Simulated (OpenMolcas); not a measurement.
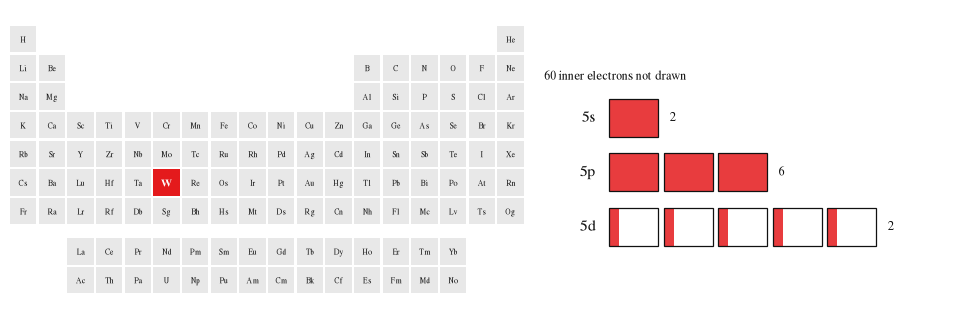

Figure 1. Left, the place of tungsten in the periodic table; right, the outer shells of the leading configuration of the lowest level: a box for each of the 2l + 1 orbitals, shaded by the share of the shell that is filled, with the electron count at the right.

## Multiconfigurational calculation for W⁴⁺ complex

- system: W⁴⁺ with 6 ligands (NH3; octahedron, 2 Å), with no charges around it.
- method: state-averaged CASSCF, active space 2 electrons in the shell 5d, basis ANO-RCC-VDZP on the metal and ANO-RCC-VDZP on the ligands, DKH2 scalar Hamiltonian, spin-orbit coupling by RASSI with atomic mean-field integrals (OpenMolcas)

**Results in brief**

- outcome: converged
- energy of the lowest spin-free term: −16463.24238 hartree
- energy of the lowest spin-orbit level: −16463.25151 hartree
- largest spread among components of a term: 0.0 cm⁻¹
- hardware: 1 thread of Arm Neoverse V1, 24 GiB of memory available, shared host
- wall time: 1.8 min
- peak memory: 0.6 GiB

**Notes**

Without dynamic correlation the splittings between terms come out too large, often by 20 to 50 %. To bear in mind: orbital doublet at a regular site, Jahn-Teller distortion not allowed for; covalent bonds, ligand orbitals missing from the active space; distances are set from ionic radii, not optimised.

**Input file**
```
&GATEWAY
Coord
25

W 0.0 0.0 0.0
N 2.000000 0.000000 0.000000
H 2.382099 0.945728 0.000000
H 2.382099 -0.472864 0.819024
H 2.382099 -0.472864 -0.819024
N 0.000000 2.000000 0.000000
H 0.000000 2.382099 0.945728
H 0.819024 2.382099 -0.472864
H -0.819024 2.382099 -0.472864
N -2.000000 0.000000 0.000000
H -2.382099 -0.945728 0.000000
H -2.382099 0.472864 -0.819024
H -2.382099 0.472864 0.819024
N 0.000000 -2.000000 0.000000
H 0.000000 -2.382099 -0.945728
H -0.819024 -2.382099 0.472864
H 0.819024 -2.382099 0.472864
N 0.000000 0.000000 2.000000
H 0.945728 0.000000 2.382099
H -0.472864 0.819024 2.382099
H -0.472864 -0.819024 2.382099
N 0.000000 0.000000 -2.000000
H -0.945728 0.000000 -2.382099
H 0.472864 -0.819024 -2.382099
H 0.472864 0.819024 -2.382099
Basis=W.ANO-RCC-VDZP,H.ANO-RCC-VDZP,N.ANO-RCC-VDZP
Group=XYZ
NoMove
AngMom=0.0 0.0 0.0
AMFI
RICD
&SEWARD
&RASSCF
FileOrb=start.orb
Symmetry=1
Spin=3
nActEl=2 0 0
Inactive=30 34
Ras2=5 0
CIRoot=10 10 1
SDav=10
CIMx=300
Iter=150 100
PrWF=0.3
OrbListing=Nothing
MaxOrb=0
LevShft=1.0
>>> COPY $Project.JobIph JOB001
&RASSCF
FileOrb=start.orb
Symmetry=1
Spin=1
nActEl=2 0 0
Inactive=30 34
Ras2=5 0
CIRoot=15 15 1
SDav=15
CIMx=300
Iter=150 100
PrWF=0.3
OrbListing=Nothing
MaxOrb=0
LevShft=1.0
>>> COPY $Project.JobIph JOB002
&RASSI
NrOfJobIphs=2 10 15
1 2 3 4 5 6 7 8 9 10
1 2 3 4 5 6 7 8 9 10 11 12 13 14 15
IphNames
JOB001
JOB002
EJob
SpinOrbit
DIPRint=1.0
SOCoupling=1000.0
Subsets=2
Property=9
'ANGMOM' 1 'ANGMOM' 2 'ANGMOM' 3 'MLTPL  1' 1 'MLTPL  1' 2 'MLTPL  1' 3
'AMFI' 1 'AMFI' 2 'AMFI' 3
SOProperty=3
'ANGMOM' 1 'ANGMOM' 2 'ANGMOM' 3
```

The file start.orb holds starting orbitals from an earlier step. A driver script formed the levels outside the program, from RASSI's spin-orbit matrix and the active-space energies, averaged over the components of each term or state.

Command:
```bash
OMP_NUM_THREADS=1 MOLCAS_MEM=2457 MOLCAS_PROJECT=a pymolcas a.inp > a.log  # once for each step of the input, in one work folder
```

**The program's output (extracts)**
```
--- SEWARD ---
Basis set label: W.ANO-RCC...7S6P4D2F1G.

      Electronic valence basis set:
      ------------------
      Associated Effective Charge  74.000000 au
      Associated Actual Charge     74.000000 au
      Nuclear Model: Point charge

      Shell  nPrim  nBasis  Cartesian Spherical Contaminant
         s      24       7        X
         p      21       6        X
         d      15       4                 X
         f      11       2                 X
         g       4       1                 X
                  Relativistic Douglas-Kroll-Hess integrals:
                    - DKH order of Hamiltonian: 2
                    - DKH order of Properties : 0
                  Atomic mean-field integrals
--- RASSCF ---
Wave function specifications:
      -----------------------------

      Number of closed shell electrons         128
      Number of electrons in active shells       2
      Max number of holes in RAS1 space          0
      Max nr of electrons in RAS3 space          0
      Number of inactive orbitals               64
      Number of active orbitals                  5
      Number of secondary orbitals             173
      Spin quantum number                      1.0
      State symmetry                             1
Orbital specifications:
      -----------------------

      Symmetry species                           1   2
                                                ag  au
      Frozen orbitals                            0   0
      Inactive orbitals                         30  34
      Active orbitals                            5   0
      RAS1 orbitals                              0   0
      RAS2 orbitals                              5   0
      RAS3 orbitals                              0   0
      Secondary orbitals                        88  85
      Deleted orbitals                           0   0
      Number of basis functions                123 119
      Number of CSFs                            10
      Number of root(s) required                10
      Iter CI   SX   CI       RASSCF       Energy    max ROT     max BLB   max BLB  Level Ln srch  Step   QN
          iter iter root      energy       change     param      element    value   shift minimum  type update
 Nr of preliminary CI iterations:   1
      Total energies have been shifted. Add               -16000.00 au
        1   1   12    0  -462.38038661    0.00E+00   1.64E-01*  29  33 1  3.98E-01*  0.66   0.00    SX    NO
        2   1   12    0  -462.88478942   -5.04E-01*  9.20E-02   29  33 1  2.25E-01*  0.68   0.00    SX    NO
        3   1   12    0  -462.98363504   -9.88E-02* -4.38E-02   29  33 1  1.11E-01*  0.72   0.00    SX    NO
        4   1   11    0  -463.00650909   -2.29E-02* -1.93E-02   30  35 1 -5.01E-02*  0.75   0.00    SX    NO
        5   1   11    0  -463.01322291   -6.71E-03* -2.34E-02   29  33 1  3.30E-02*  0.74   1.24    QN   YES
        6   1   10    0  -463.01651210   -3.29E-03*  3.15E-03   11  36 2  5.23E-03*  0.75   1.15    QN   YES
        7   1    9    0  -463.01660854   -9.64E-05* -1.05E-03   25  74 1 -1.00E-03*  0.75   1.16    QN   YES
        8   1    8    0  -463.01661679   -8.25E-06* -4.76E-04   30  35 1  3.27E-04*  0.75   1.46    LS   YES
        9   1    8    0  -463.01661762   -8.28E-07* -3.83E-04   11  36 2 -4.64E-04*  0.75   0.96    QN   YES
       10   1    8    0  -463.01661874   -1.12E-06* -2.97E-04   25  45 1  1.52E-04*  0.75   1.78    LS   YES
       11   1    7    0  -463.01661900   -2.67E-07*  2.34E-04   13  38 2  1.48E-04*  0.75   1.01    QN   YES
       12   1    7    0  -463.01661921   -2.04E-07*  2.43E-04   11  36 2  7.12E-05   0.75   2.04    LS   YES
       13   1    7    0  -463.01661928   -7.05E-08* -3.98E-05   25  61 1  3.30E-05   0.75   0.99    QN   YES
       14   1    6    0  -463.01661930   -1.78E-08* -6.21E-05   25  61 1  1.53E-05   0.75   2.06    QN   YES
       15   1    5    0  -463.01661931   -8.77E-09  -2.15E-05   25  74 1 -8.24E-06   0.75   1.14    QN   YES
      Convergence after 15 iterations
       16   1    5    0  -463.01661931   -1.06E-09  -2.15E-05   25  74 1 -4.16E-06   0.75   1.14    QN   YES
      Natural orbitals and occupation numbers for root  1
      sym 1:  -0.000000   0.999309   0.999309   0.000691   0.000691
      Natural orbitals and occupation numbers for root  2
      sym 1:   0.000691   0.999309  -0.000000   0.999309   0.000691
      Natural orbitals and occupation numbers for root  3
      sym 1:  -0.000000   0.999998   0.000002   0.999998   0.000002
::    RASSCF root number  1 Total energy: -16463.24237735
::    RASSCF root number  2 Total energy: -16463.24237735
::    RASSCF root number  3 Total energy: -16463.23939510
::    RASSCF root number  4 Total energy: -16462.97429739
::    RASSCF root number  5 Total energy: -16462.97429739
::    RASSCF root number  6 Total energy: -16462.97269641
::    RASSCF root number  7 Total energy: -16462.94064132
::    RASSCF root number  8 Total energy: -16462.94064132
::    RASSCF root number  9 Total energy: -16462.93919083
::    RASSCF root number 10 Total energy: -16462.70027858
--- RASSCF ---
Wave function specifications:
      -----------------------------

      Number of closed shell electrons         128
      Number of electrons in active shells       2
      Max number of holes in RAS1 space          0
      Max nr of electrons in RAS3 space          0
      Number of inactive orbitals               64
      Number of active orbitals                  5
      Number of secondary orbitals             173
      Spin quantum number                      0.0
      State symmetry                             1
Orbital specifications:
      -----------------------

      Symmetry species                           1   2
                                                ag  au
      Frozen orbitals                            0   0
      Inactive orbitals                         30  34
      Active orbitals                            5   0
      RAS1 orbitals                              0   0
      RAS2 orbitals                              5   0
      RAS3 orbitals                              0   0
      Secondary orbitals                        88  85
      Deleted orbitals                           0   0
      Number of basis functions                123 119
      Number of CSFs                            15
      Number of root(s) required                15
      Iter CI   SX   CI       RASSCF       Energy    max ROT     max BLB   max BLB  Level Ln srch  Step   QN
          iter iter root      energy       change     param      element    value   shift minimum  type update
 Nr of preliminary CI iterations:   1
      Total energies have been shifted. Add               -16000.00 au
        1   1   12    0  -462.97484205    0.00E+00  -7.67E-03   32  47 1 -4.59E-03*  0.72   0.00    SX    NO
        2   1   12    0  -462.97523148   -3.89E-04*  3.08E-03   30  35 1  2.32E-03*  0.72   0.00    SX    NO
        3   1   11    0  -462.97533743   -1.06E-04*  1.81E-03   30  35 1  1.25E-03*  0.72   0.00    SX    NO
        4   1   11    0  -462.97537307   -3.56E-05*  1.29E-03   30  35 1  8.15E-04*  0.72   0.00    SX    NO
        5   1   10    0  -462.97538715   -1.41E-05*  1.80E-03   35  50 1 -4.90E-04*  0.72   2.41    LS   YES
        6   1   10    0  -462.97539446   -7.31E-06*  1.53E-03   16  36 2 -2.14E-03*  0.72   1.01    QN   YES
        7   1   10    0  -462.97539890   -4.44E-06*  3.00E-04   16  36 2  8.64E-04*  0.72   0.82    QN   YES
        8   1    9    0  -462.97540056   -1.66E-06*  4.03E-04   16  36 2  2.07E-04*  0.72   2.35    LS   YES
        9   1    9    0  -462.97540116   -5.93E-07* -4.84E-04   16  36 2 -6.76E-04*  0.72   0.82    QN   YES
       10   1    8    0  -462.97540170   -5.42E-07* -2.37E-04   16  36 2 -1.66E-04*  0.72   1.49    LS   YES
       11   1    8    0  -462.97540177   -6.62E-08*  8.13E-05   16  36 2  8.27E-05   0.72   1.02    QN   YES
       12   1    7    0  -462.97540181   -4.13E-08*  9.15E-05   16  36 2  2.64E-05   0.72   2.13    LS   YES
       13   1    7    0  -462.97540182   -1.40E-08*  4.69E-05   16  36 2 -3.71E-05   0.72   0.90    QN   YES
       14   1    7    0  -462.97540183   -1.10E-08* -5.04E-05   16  36 2 -1.08E-05   0.72   1.68    QN   YES
       15   1    6    0  -462.97540184   -4.25E-09  -1.52E-05   25  64 1 -3.95E-06   0.72   1.25    QN   YES
      Convergence after 15 iterations
       16   1    6    0  -462.97540184   -7.93E-10  -1.52E-05   16  36 2  2.99E-06   0.72   1.25    QN   YES
      Natural orbitals and occupation numbers for root  1
      sym 1:   0.000003   1.433143   0.283425   0.283425   0.000003
      Natural orbitals and occupation numbers for root  2
      sym 1:   0.000196   1.015043   0.984193   0.000526   0.000042
      Natural orbitals and occupation numbers for root  3
      sym 1:   0.000218   0.956966   0.001890   1.040751   0.000175
::    RASSCF root number  1 Total energy: -16463.20147618
::    RASSCF root number  2 Total energy: -16463.20042696
::    RASSCF root number  3 Total energy: -16463.20042696
::    RASSCF root number  4 Total energy: -16463.19696319
::    RASSCF root number  5 Total energy: -16463.19696319
::    RASSCF root number  6 Total energy: -16463.13999954
::    RASSCF root number  7 Total energy: -16462.93491933
::    RASSCF root number  8 Total energy: -16462.93491933
::    RASSCF root number  9 Total energy: -16462.93290255
::    RASSCF root number 10 Total energy: -16462.92320636
::    RASSCF root number 11 Total energy: -16462.92320636
::    RASSCF root number 12 Total energy: -16462.92178742
::    RASSCF root number 13 Total energy: -16462.65641952
::    RASSCF root number 14 Total energy: -16462.65641951
::    RASSCF root number 15 Total energy: -16462.61099114
--- RASSI ---
SPIN-FREE ENERGIES:
  (Shifted by EMIN (a.u.) =     -16463.2423773549)

 SF State       Relative EMIN(au)   Rel lowest level(eV)    D:o, cm**(-1)

     1             0.0000000000        0.0000000000              0.0000
     2             0.0000000000        0.0000000000              0.0000
     3             0.0029822581        0.0811513770            654.5300
    11             0.0409011711        1.1129775639           8976.7694
    12             0.0419503954        1.1415284137           9207.0476
    13             0.0419503954        1.1415284137           9207.0476
    14             0.0454141609        1.2357822733           9967.2562
    15             0.0454141609        1.2357822733           9967.2562
    16             0.1023778188        2.7858423715          22469.3340
     4             0.2680799606        7.2948273518          58836.7505
     5             0.2680799606        7.2948273518          58836.7505
     6             0.2696809407        7.3383922396          59188.1250
     7             0.3017360299        8.2106556544          66223.4039
     8             0.3017360299        8.2106556544          66223.4039
     9             0.3031865239        8.2501256071          66541.7506
    17             0.3074580228        8.3663590115          67479.2362
    18             0.3074580228        8.3663590115          67479.2362
    19             0.3094748061        8.4212384819          67921.8690
    20             0.3191709932        8.6850851733          70049.9361
    21             0.3191709932        8.6850851733          70049.9361
    22             0.3205899379        8.7236966280          70361.3584
    10             0.5420987780       14.7512592311         118976.9295
    23             0.5859578399       15.9447251044         128602.8809
    24             0.5859578399       15.9447251044         128602.8809
    25             0.6313862155       17.1808941816         138573.2569
     Dipole printing threshold changed to   1.00000000E+00
Eigenvalues of complex Hamiltonian:
   -----------------------------------
  (Shifted by EMIN (a.u.) =     -16463.2423773549)

 SO State       Relative EMIN(au)   Rel lowest level(eV)    D:o, cm**(-1)

     1            -0.0091333448        0.0000000000              0.0000
     2            -0.0091333448        0.0000000001              0.0000
     3            -0.0079986432        0.0308768042            249.0382
     4            -0.0079986432        0.0308768043            249.0382
     5            -0.0072470442        0.0513288546            413.9951
     6             0.0055557328        0.3997101639           3223.8799
     7             0.0071885432        0.4441411982           3582.2403
     8             0.0071885432        0.4441411982           3582.2403
     9             0.0106651494        0.5387444728           4345.2672
    10             0.0411201319        1.3674667651          11029.3633
    11             0.0424258875        1.4029981848          11315.9435
    12             0.0424258875        1.4029981852          11315.9435
    13             0.0455904540        1.4891104257          12010.4856
    14             0.0455904540        1.4891104254          12010.4856
    15             0.1037326826        3.0712410669          24771.2298
    16             0.2628417550        7.4008194901          59691.6348
    17             0.2649828001        7.4590802956          60161.5399
    18             0.2653725796        7.4696867344          60247.0866
    19             0.2653725796        7.4696867345          60247.0866
    20             0.2695703954        7.5839151241          61168.4007
    21             0.2695703955        7.5839151242          61168.4007
    22             0.2707964844        7.6172787053          61437.4961
    23             0.2707964844        7.6172787052          61437.4961
    24             0.2711149766        7.6259453187          61507.3970
    25             0.2954256514        8.2874724791          66842.9734
    26             0.2979736309        8.3568065348          67402.1903
    27             0.2987873722        8.3789495629          67580.7858
    28             0.2987873722        8.3789495628          67580.7858
    29             0.2991430487        8.3886280145          67658.8478
    30             0.2991430487        8.3886280141          67658.8478
    31             0.3004059225        8.4229925621          67936.0166
    32             0.3079528412        8.6283546817          69592.3738
    33             0.3079528412        8.6283546812          69592.3738
    34             0.3151551704        8.8243400435          71173.1023
    35             0.3151551705        8.8243400440          71173.1023
    36             0.3163865547        8.8578477150          71443.3599
    37             0.3213939465        8.9941057891          72542.3554
    38             0.3213939465        8.9941057891          72542.3554
    39             0.3226007823        9.0269454644          72807.2253
    40             0.5438453050       15.0473156252         121364.7853
    41             0.5438453050       15.0473156252         121364.7853
Weights of the five most important spin-orbit-free states for each spin-orbit state.

 SO State  Total energy (au)           Spin-free states, spin, and weights
 -------------------------------------------------------------------------------------------------------
    1        -0.009133       1 1.0  0.4853    2 1.0  0.4671   15 0.0  0.0237    3 1.0  0.0156    4 1.0  0.0029
    2        -0.009133       2 1.0  0.4853    1 1.0  0.4671   14 0.0  0.0237    3 1.0  0.0156    5 1.0  0.0029
    3        -0.007999       2 1.0  0.5673    3 1.0  0.3718   12 0.0  0.0272    1 1.0  0.0250   13 0.0  0.0027
    4        -0.007999       1 1.0  0.5673    3 1.0  0.3718   13 0.0  0.0272    2 1.0  0.0250   12 0.0  0.0027
    5        -0.007247       3 1.0  0.5666    1 1.0  0.1988    2 1.0  0.1988   11 0.0  0.0311   19 0.0  0.0021
    6         0.005556       2 1.0  0.4986    1 1.0  0.4986    6 1.0  0.0011   22 0.0  0.0007    5 1.0  0.0003
    7         0.007189       3 1.0  0.5909    2 1.0  0.2291    1 1.0  0.1765    5 1.0  0.0006   21 0.0  0.0006
    8         0.007189       3 1.0  0.5909    1 1.0  0.2291    2 1.0  0.1765    4 1.0  0.0006   20 0.0  0.0006
    9         0.010665       3 1.0  0.4014    1 1.0  0.2837    2 1.0  0.2837   16 0.0  0.0288    7 1.0  0.0009
   10         0.041120      11 0.0  0.9635    3 1.0  0.0178    1 1.0  0.0070    2 1.0  0.0070    4 1.0  0.0017
   11         0.042426      13 0.0  0.8952   12 0.0  0.0634    3 1.0  0.0177    1 1.0  0.0151   15 0.0  0.0036
   12         0.042426      12 0.0  0.8952   13 0.0  0.0634    3 1.0  0.0177    2 1.0  0.0151   14 0.0  0.0036
```

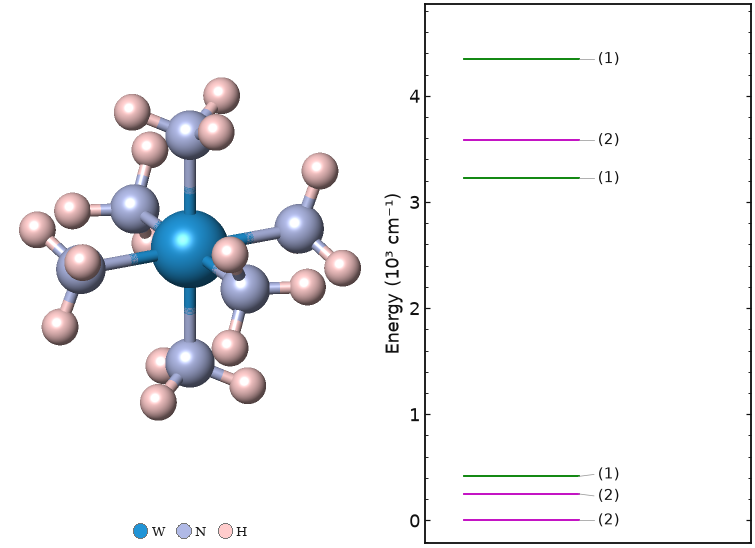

Figure 2. W⁴⁺ (5d²) with 6 ligands, NH₃, at 2 Å (arrangement: octahedron, Ci), and its levels. Labels give the representation in O, Td, D4 or D3 as the site allows (double group for half-integer spin) where it could be assigned and, in brackets, the degeneracy; spin-free states, where drawn, share the zero of the spin-orbit levels. The ground level is doubly degenerate, 97 % from states of spin multiplicity 3. Its principal g values are 0.00, 0.00 and 1.75, easy-axis. The next level lies at 249 cm⁻¹. The active orbitals hold 65 to 85 % metal character (Löwdin), and the Mulliken charge of the metal is +2.59.
